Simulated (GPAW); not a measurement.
## AlNH3: geometry relaxation (part 4 of 5)

The same run, continued: AlNH3, multiplicity 2; r2SCAN/plane waves, UKS, scalar-relativistic datasets (GPAW 26.7.0). The atoms were displaced at random from an optimised geometry.

Geometry of the input (Å):
```
N  0.0000  0.0000  0.0000
Al 1.7317  0.0000  0.0000
H  -0.6520  0.7710  0.0000
H  -0.6539  -0.7838  -0.0133
H  2.3184  -1.4996  -0.0565
```

## Log, continued
```
SCF iterations
|iter     |     time |      energy | eigst |  dens |  magmom |
|---------|----------|-------------|-------|-------|---------|
|iter:   1| 00:10:26 |  -21.602977c| -1.08 |       |  +0.9937|
|iter:   2| 00:10:29 |  -21.607901c| -2.37 | -1.66 |  +0.9943|
|iter:   3| 00:10:32 |  -21.601134 | -3.04 | -1.69 |  +0.9965|
|iter:   4| 00:10:34 |  -21.600726 | -3.21 | -1.94 |  +0.9984|
|iter:   5| 00:10:37 |  -21.600987c| -3.86 | -2.19 |  +0.9990|
|iter:   6| 00:10:40 |  -21.601306c| -4.33 | -2.45 |  +0.9998|
|iter:   7| 00:10:42 |  -21.601312c| -4.60 | -2.68 |  +1.0000|
|iter:   8| 00:10:45 |  -21.601293c| -5.28 | -2.99 |  +1.0000|
|iter:   9| 00:10:48 |  -21.601298c| -5.62 | -3.13 |  +1.0000|
|iter:  10| 00:10:51 |  -21.601299c| -5.95 | -3.20 |  +1.0000|
|iter:  11| 00:10:53 |  -21.601299c| -6.80c| -3.76 |  +1.0000|
|iter:  12| 00:10:56 |  -21.601299c| -6.96c| -3.84 |  +1.0000|
|iter:  13| 00:10:59 |  -21.601299c| -7.17c| -3.84 |  +1.0000|
|iter:  14| 00:11:02 |  -21.601299c| -7.03c| -3.87 |  +1.0000|
|iter:  15| 00:11:04 |  -21.601299c| -7.17c| -4.03c|  +1.0000|

Converged in 15 steps
SCF loop duration: 39.126 s (2.608 s/step)
Energy contributions relative to reference atoms: (reference = -8122.615256)

Energy contributions:
  Kinetic:           2.148425
  Coulomb:          -0.850869
  Zero:              0.003185
  External:          0.000000
  Xc:              -22.902040
  Entropy:           0.000000
  Spinorbit:         0.000000
  ----------------------------
  Free energy:     -21.601299
  Extrapolated:    -21.601299

dipole moment: (-0.208264, 0.100862, -0.009651)  # |e|*Ang

Total magnetic moment: (0.000000, 0.000000, 1.000002)

Local magnetic moments
|        x |        y |         z |
|----------|----------|-----------|
| 0.000000 | 0.000000 |  0.009721 |  # N    0
| 0.000000 | 0.000000 |  0.210536 |  # Al   1
| 0.000000 | 0.000000 | -0.000347 |  # H    2
| 0.000000 | 0.000000 |  0.007821 |  # H    3
| 0.000000 | 0.000000 |  0.044899 |  # H    4

Fermi levels: -1.918, -3.518
Eigenvalues  # (at kpt = [0.000, 0.000, 0.000])
| band index |      eig [eV] | occ [0-1] |      eig [eV] | occ [0-1] |
|------------|---------------|-----------|---------------|-----------|
|          0 |       -21.961 |     1.000 |       -21.932 |     1.000 |
|          1 |       -11.716 |     1.000 |       -11.666 |     1.000 |
|          2 |       -10.819 |     1.000 |       -10.560 |     1.000 |
|          3 |        -8.199 |     1.000 |        -7.760 |     1.000 |
|          4 |        -6.230 |     1.000 |        -6.220 |     1.000 |
|          5 |        -4.674 |     1.000 |        -2.362 |     0.000 |
|          6 |        -1.475 |     0.000 |        -0.683 |     0.000 |
|          7 |        -0.316 |     0.000 |        -0.129 |     0.000 |
|          8 |         0.223 |     0.000 |         0.354 |     0.000 |
|          9 |         0.734 |     0.000 |         0.857 |     0.000 |
|         10 |         0.913 |     0.000 |         0.972 |     0.000 |

Gap: 0.887 eV
Transition (v -> c):
  (s=1, k=0, n=5, [0.00, 0.00, 0.00]) -> (s=0, k=0, n=6, [0.00, 0.00, 0.00])
No difference between direct/indirect transitions
vacuum-level: 0.206  # V

Forces  # eV/Ang
|        x |        y |        z |
|----------|----------|----------|
|  0.06017 |  0.02974 | -0.06219 |  # N    0
|  0.15757 | -0.18826 |  0.02191 |  # Al   1
| -0.02355 | -0.03379 | -0.01788 |  # H    2
| -0.05925 | -0.07520 |  0.01651 |  # H    3
| -0.05977 |  0.16189 | -0.01753 |  # H    4

Force computation time: 0.291  # s
         .-------------------------------.
        /|                               |
       / |                               |
      /  |                               |
     /   |                               |
    /    |                               |
   /     |                               |
  /      |                               |
 *       |                               |
 |       |        H                      |
 |       |       H N   Al                |
 |       |              H                |
 |       .-------------------------------.
 |      /                               /
 |     /                               /
 |    /                               /
 |   /                               /
 |  /                               /
 | /                               /
 |/                               /
 *-------------------------------*

Atoms  # Å, Bohr magnetons
|   | symbol |        x |        y |        z |    initial magnetic moments |
|---|--------|----------|----------|----------|-----------------------------|
| 0 |      N | 5.560703 | 6.590427 | 5.138920 | ( 0.0000,  0.0000,  0.0097) |
| 1 |     Al | 7.343803 | 6.530474 | 5.058350 | ( 0.0000,  0.0000,  0.2105) |
| 2 |      H | 4.980692 | 7.444191 | 5.150297 | ( 0.0000,  0.0000, -0.0003) |
| 3 |      H | 4.930797 | 5.768073 | 5.090812 | ( 0.0000,  0.0000,  0.0078) |
| 4 |      H | 7.967168 | 5.051055 | 5.029750 | ( 0.0000,  0.0000,  0.0449) |

Unit cell  # Å
| periodic |         x |         y |         z |   lengths |    angles |
|----------|-----------|-----------|-----------|-----------|-----------|
|       no | 12.972326 |  0.000000 |  0.000000 | 12.972326 | 90.000000 |
|       no |  0.000000 | 12.270583 |  0.000000 | 12.270583 | 90.000000 |
|       no |  0.000000 |  0.000000 | 10.056529 | 10.056529 | 90.000000 |

Initialization done in: 1.989 s

convergence criteria:
- Maximum integral of absolute [eigenst]ate change: 1e-06 eV^2 / valence electron
- Maximum [total energy] change in last 3 cyles: 0.0005 eV / valence electron
- Maximum integral of absolute [dens]ity change: 0.0001 electrons / valence electron
maximum number of iterations: 60

SCF iterations
|iter     |     time |      energy | eigst |  dens |  magmom |
|---------|----------|-------------|-------|-------|---------|
|iter:   1| 00:11:08 |  -21.595276 | -1.56 |       |  +1.0034|
|iter:   2| 00:11:10 |  -21.606494 | -2.84 | -1.90 |  +1.0030|
|iter:   3| 00:11:13 |  -21.605063 | -3.42 | -1.94 |  +1.0017|
|iter:   4| 00:11:16 |  -21.605400c| -3.72 | -2.26 |  +1.0009|
|iter:   5| 00:11:18 |  -21.605635c| -3.85 | -2.45 |  +1.0004|
|iter:   6| 00:11:21 |  -21.605594c| -4.47 | -2.64 |  +1.0002|
|iter:   7| 00:11:24 |  -21.605633c| -4.46 | -2.86 |  +1.0001|
|iter:   8| 00:11:27 |  -21.605596c| -5.10 | -3.00 |  +1.0000|
|iter:   9| 00:11:29 |  -21.605605c| -5.33 | -3.39 |  +1.0000|
|iter:  10| 00:11:32 |  -21.605609c| -5.97 | -3.42 |  +1.0000|
|iter:  11| 00:11:35 |  -21.605607c| -6.94c| -3.95 |  +1.0000|
|iter:  12| 00:11:37 |  -21.605608c| -6.29c| -4.02c|  +1.0000|

Converged in 12 steps
SCF loop duration: 30.689 s (2.557 s/step)
Energy contributions relative to reference atoms: (reference = -8122.615256)

Energy contributions:
  Kinetic:           2.193548
  Coulomb:          -0.881620
  Zero:              0.000503
  External:          0.000000
  Xc:              -22.918039
  Entropy:           0.000000
  Spinorbit:         0.000000
  ----------------------------
  Free energy:     -21.605608
  Extrapolated:    -21.605608

dipole moment: (-0.199916, 0.095520, -0.015815)  # |e|*Ang

Total magnetic moment: (0.000000, 0.000000, 1.000000)

Local magnetic moments
|        x |        y |         z |
|----------|----------|-----------|
| 0.000000 | 0.000000 |  0.009685 |  # N    0
| 0.000000 | 0.000000 |  0.211233 |  # Al   1
| 0.000000 | 0.000000 | -0.000376 |  # H    2
| 0.000000 | 0.000000 |  0.007775 |  # H    3
| 0.000000 | 0.000000 |  0.044447 |  # H    4

Fermi levels: -1.922, -3.521
Eigenvalues  # (at kpt = [0.000, 0.000, 0.000])
| band index |      eig [eV] | occ [0-1] |      eig [eV] | occ [0-1] |
|------------|---------------|-----------|---------------|-----------|
|          0 |       -21.934 |     1.000 |       -21.905 |     1.000 |
|          1 |       -11.690 |     1.000 |       -11.642 |     1.000 |
|          2 |       -10.807 |     1.000 |       -10.541 |     1.000 |
|          3 |        -8.225 |     1.000 |        -7.792 |     1.000 |
|          4 |        -6.206 |     1.000 |        -6.196 |     1.000 |
|          5 |        -4.679 |     1.000 |        -2.364 |     0.000 |
|          6 |        -1.481 |     0.000 |        -0.688 |     0.000 |
|          7 |        -0.314 |     0.000 |        -0.128 |     0.000 |
|          8 |         0.221 |     0.000 |         0.353 |     0.000 |
|          9 |         0.739 |     0.000 |         0.859 |     0.000 |
|         10 |         0.913 |     0.000 |         0.971 |     0.000 |

Gap: 0.883 eV
Transition (v -> c):
  (s=1, k=0, n=5, [0.00, 0.00, 0.00]) -> (s=0, k=0, n=6, [0.00, 0.00, 0.00])
No difference between direct/indirect transitions
vacuum-level: 0.206  # V

Forces  # eV/Ang
|        x |        y |        z |
|----------|----------|----------|
|  0.06526 | -0.04176 | -0.01660 |  # N    0
| -0.01625 | -0.04941 |  0.02080 |  # Al   1
| -0.05344 |  0.04042 | -0.00037 |  # H    2
|  0.01043 |  0.01645 |  0.02082 |  # H    3
|  0.00360 |  0.03262 | -0.01040 |  # H    4

Force computation time: 0.293  # s
BFGSLineSearch:    9[ 17] 00:11:38      -21.605608       0.0792
         .-------------------------------.
        /|                               |
       / |                               |
      /  |                               |
     /   |                               |
    /    |                               |
   /     |                               |
  /      |                               |
 *       |                               |
 |       |        H                      |
 |       |       H N   Al                |
 |       |              H                |
 |       .-------------------------------.
 |      /                               /
 |     /                               /
 |    /                               /
 |   /                               /
 |  /                               /
 | /                               /
 |/                               /
 *-------------------------------*

Atoms  # Å, Bohr magnetons
|   | symbol |        x |        y |        z |    initial magnetic moments |
|---|--------|----------|----------|----------|-----------------------------|
| 0 |      N | 5.561717 | 6.590813 | 5.137676 | ( 0.0000,  0.0000,  0.0097) |
| 1 |     Al | 7.343507 | 6.527733 | 5.060464 | ( 0.0000,  0.0000,  0.2112) |
| 2 |      H | 4.978755 | 7.444317 | 5.150136 | ( 0.0000,  0.0000, -0.0004) |
| 3 |      H | 4.932089 | 5.768509 | 5.092735 | ( 0.0000,  0.0000,  0.0078) |
| 4 |      H | 7.968494 | 5.051891 | 5.028582 | ( 0.0000,  0.0000,  0.0444) |

Unit cell  # Å
| periodic |         x |         y |         z |   lengths |    angles |
|----------|-----------|-----------|-----------|-----------|-----------|
|       no | 12.972326 |  0.000000 |  0.000000 | 12.972326 | 90.000000 |
|       no |  0.000000 | 12.270583 |  0.000000 | 12.270583 | 90.000000 |
|       no |  0.000000 |  0.000000 | 10.056529 | 10.056529 | 90.000000 |

Initialization done in: 1.977 s

convergence criteria:
- Maximum integral of absolute [eigenst]ate change: 1e-06 eV^2 / valence electron
- Maximum [total energy] change in last 3 cyles: 0.0005 eV / valence electron
- Maximum integral of absolute [dens]ity change: 0.0001 electrons / valence electron
maximum number of iterations: 60

SCF iterations
```

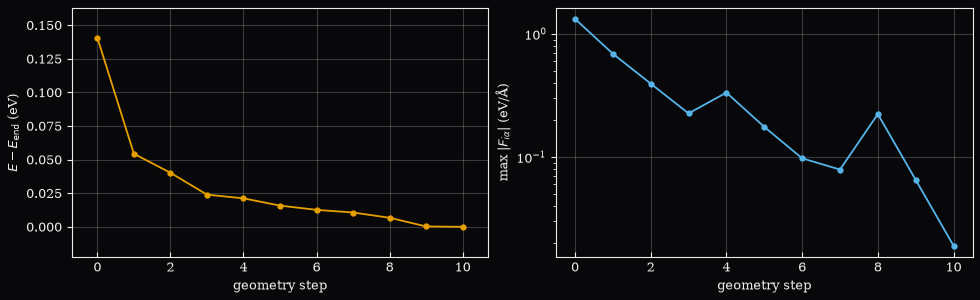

Progress of the relaxation, step by step (steps are counted from 0).

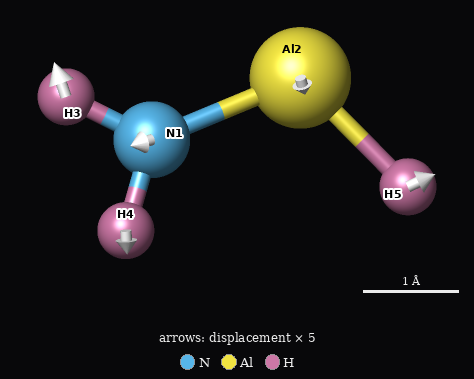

The starting structure with the displacements as white arrows, magnified 5 times (ball-and-stick view, seen at a tilt). The two geometries are laid on each other by the best rigid fit. The energy falls by 0.141 eV in 10 geometry steps. Largest force component: 1.3 eV/Å at the start, 0.019 eV/Å at the end. H3 moves most after the best rigid fit: 0.078 Å. Largest moves by element: H 0.078 Å, N 0.055 Å, Al 0.043 Å. Among the contacts that change: N1–Al2 1.732 → 1.785 Å, N1–H3 1.010 → 1.034 Å, N1–H4 1.021 → 1.037 Å, Al2–H5 1.611 → 1.603 Å. Among the angles that change: H3–N1–H4 99.9° → 108.2°, Al2–N1–H4 129.8° → 125.2°, Al2–N1–H3 130.2° → 126.4°. (Atoms are counted from 1 in the order of the input.)

```
|iter     |     time |      energy | eigst |  dens |  magmom |
|---------|----------|-------------|-------|-------|---------|
|iter:   1| 00:11:40 |  -21.605956c| -3.98 |       |  +0.9994|
|iter:   2| 00:11:43 |  -21.605931c| -5.12 | -2.89 |  +0.9995|
|iter:   3| 00:11:46 |  -21.605902c| -5.35 | -2.96 |  +0.9997|
|iter:   4| 00:11:49 |  -21.605902c| -5.84 | -3.27 |  +0.9998|
|iter:   5| 00:11:51 |  -21.605907c| -5.57 | -3.42 |  +0.9999|
|iter:   6| 00:11:54 |  -21.605902c| -5.70 | -3.64 |  +0.9999|
|iter:   7| 00:11:57 |  -21.605903c| -6.80c| -3.78 |  +1.0000|
|iter:   8| 00:11:59 |  -21.605903c| -6.76c| -3.97 |  +1.0000|
|iter:   9| 00:12:02 |  -21.605903c| -7.17c| -4.35c|  +1.0000|

Converged in 9 steps
SCF loop duration: 22.327 s (2.481 s/step)
Energy contributions relative to reference atoms: (reference = -8122.615256)

Energy contributions:
  Kinetic:           2.274332
  Coulomb:          -0.948847
  Zero:              0.000528
  External:          0.000000
  Xc:              -22.931916
  Entropy:           0.000000
  Spinorbit:         0.000000
  ----------------------------
  Free energy:     -21.605903
  Extrapolated:    -21.605903

dipole moment: (-0.201999, 0.092937, -0.013930)  # |e|*Ang

Total magnetic moment: (0.000000, 0.000000, 0.999997)

Local magnetic moments
|        x |        y |         z |
|----------|----------|-----------|
| 0.000000 | 0.000000 |  0.009732 |  # N    0
| 0.000000 | 0.000000 |  0.211185 |  # Al   1
| 0.000000 | 0.000000 | -0.000385 |  # H    2
| 0.000000 | 0.000000 |  0.007779 |  # H    3
| 0.000000 | 0.000000 |  0.044233 |  # H    4

Fermi levels: -1.915, -3.511
Eigenvalues  # (at kpt = [0.000, 0.000, 0.000])
| band index |      eig [eV] | occ [0-1] |      eig [eV] | occ [0-1] |
|------------|---------------|-----------|---------------|-----------|
|          0 |       -21.935 |     1.000 |       -21.906 |     1.000 |
|          1 |       -11.685 |     1.000 |       -11.637 |     1.000 |
|          2 |       -10.815 |     1.000 |       -10.550 |     1.000 |
|          3 |        -8.235 |     1.000 |        -7.804 |     1.000 |
|          4 |        -6.210 |     1.000 |        -6.201 |     1.000 |
|          5 |        -4.669 |     1.000 |        -2.353 |     0.000 |
|          6 |        -1.478 |     0.000 |        -0.684 |     0.000 |
|          7 |        -0.315 |     0.000 |        -0.130 |     0.000 |
|          8 |         0.222 |     0.000 |         0.353 |     0.000 |
|          9 |         0.740 |     0.000 |         0.860 |     0.000 |
|         10 |         0.912 |     0.000 |         0.970 |     0.000 |

Gap: 0.875 eV
Transition (v -> c):
  (s=1, k=0, n=5, [0.00, 0.00, 0.00]) -> (s=0, k=0, n=6, [0.00, 0.00, 0.00])
No difference between direct/indirect transitions
vacuum-level: 0.206  # V

Forces  # eV/Ang
|        x |        y |        z |
|----------|----------|----------|
| -0.00165 |  0.00507 | -0.00461 |  # N    0
|  0.00726 | -0.00744 |  0.01614 |  # Al   1
| -0.00923 | -0.00143 |  0.00060 |  # H    2
|  0.00045 | -0.00069 |  0.01905 |  # H    3
|  0.00804 |  0.00187 | -0.00963 |  # H    4

Force computation time: 0.274  # s
BFGSLineSearch:   10[ 18] 00:12:02      -21.605903       0.0192
Converged: True
Final energy: -21.60590 eV
r(Al1-N0)               1.7846 Ang
r(H3-N0): 1.0366 Ang
```

## Trajectory as extended XYZ (Å, eV, eV/Å), 11 frames, from step=0 to step=10
```
5
Properties=species:S:1:pos:R:3:forces:R:3 step=0 energy=-21.46524
N     5.6539    6.4996    5.0565   -1.1332  -0.0831   0.1624
Al    7.3855    6.4996    5.0565    1.2866  -0.2846  -0.0247
H     5.0018    7.2706    5.0565   -0.3115   1.3267   0.0400
H     5.0000    5.7158    5.0432    0.0113  -1.0426  -0.0107
H     7.9723    5.0000    5.0000    0.1071   0.1150   0.0177
5
Properties=species:S:1:pos:R:3:forces:R:3 step=1 energy=-21.55152
N     5.6198    6.4971    5.0614    0.4838   0.4377   0.1465
Al    7.4243    6.4911    5.0558   -0.6145  -0.0242  -0.0127
H     4.9925    7.3105    5.0577   -0.0204   0.4254   0.0342
H     5.0003    5.6844    5.0429   -0.1448  -0.6912  -0.0106
H     7.9756    5.0035    5.0005    0.2127  -0.1408   0.0073
5
Properties=species:S:1:pos:R:3:forces:R:3 step=2 energy=-21.56569
N     5.6232    6.5048    5.0649   -0.3798   0.0291   0.1405
Al    7.4192    6.4892    5.0554   -0.3953  -0.0306  -0.0123
H     4.9906    7.3249    5.0586    0.1443   0.0898   0.0350
H     4.9977    5.6665    5.0427    0.3651   0.1380   0.0084
H     7.9800    5.0014    5.0008    0.1764  -0.1061   0.0087
5
Properties=species:S:1:pos:R:3:forces:R:3 step=3 energy=-21.58194
N     5.6029    6.5147    5.0772    0.0696  -0.0708   0.2264
Al    7.3915    6.4851    5.0543   -0.0623  -0.1417  -0.0130
H     4.9968    7.3470    5.0616   -0.1564   0.0558   0.0283
H     5.0167    5.6545    5.0429    0.0329   0.2200   0.0094
H     7.9954    4.9930    5.0015    0.0247   0.0927   0.0149
5
Properties=species:S:1:pos:R:3:forces:R:3 step=4 energy=-21.58472
N     5.6026    6.5144    5.0870   -0.1338   0.3340   0.2269
Al    7.3856    6.4795    5.0537    0.0667  -0.0681  -0.0100
H     4.9920    7.3538    5.0630    0.0519  -0.2270   0.0352
H     5.0201    5.6582    5.0432   -0.0987   0.0656   0.0054
H     7.9988    4.9949    5.0022    0.0203   0.0470   0.0132
5
Properties=species:S:1:pos:R:3:forces:R:3 step=5 energy=-21.59011
N     5.5970    6.5283    5.1159   -0.0821   0.0097   0.1117
Al    7.3770    6.4653    5.0520    0.1059   0.1759   0.0013
H     4.9843    7.3589    5.0674   -0.0284  -0.0604   0.0318
H     5.0219    5.6664    5.0440   -0.1008   0.1303   0.0162
H     8.0065    5.0005    5.0040    0.0180  -0.1045   0.0092
5
Properties=species:S:1:pos:R:3:forces:R:3 step=6 energy=-21.59329
N     5.5927    6.5368    5.1484   -0.0851   0.0701  -0.0936
Al    7.3762    6.4738    5.0508    0.0805  -0.0148  -0.0004
H     4.9728    7.3622    5.0739    0.0664  -0.0356   0.0401
H     5.0119    5.6829    5.0463   -0.0663   0.0281   0.0214
H     8.0149    4.9927    5.0063   -0.0749   0.0977   0.0133
```
